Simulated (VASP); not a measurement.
Band structure of KCl (rock salt). Computed with revTPSS meta-GGA, VASP's PBE PAW potentials (set 64) (plane waves; VASP).

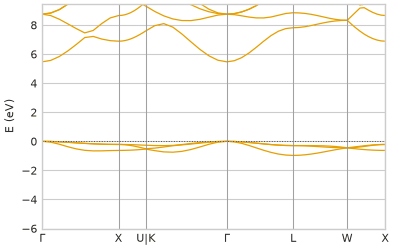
Bands along high-symmetry lines, zero at the valence-band maximum or, without a gap, the Fermi level

**Question.** Read the plot: is there a gap, and where are the band edges?

**Answer.** The gap is direct, 5.47 eV, from the valence maximum at Γ to the conduction minimum at Γ.

Measured: gap 8.50 eV (computed value off by -3.03 eV), as given by David Koller et al., Journal of Physics Condensed Matter (2013), arXiv:1304.4470.

The compound is KCl in the rock salt structure. It was relaxed first.
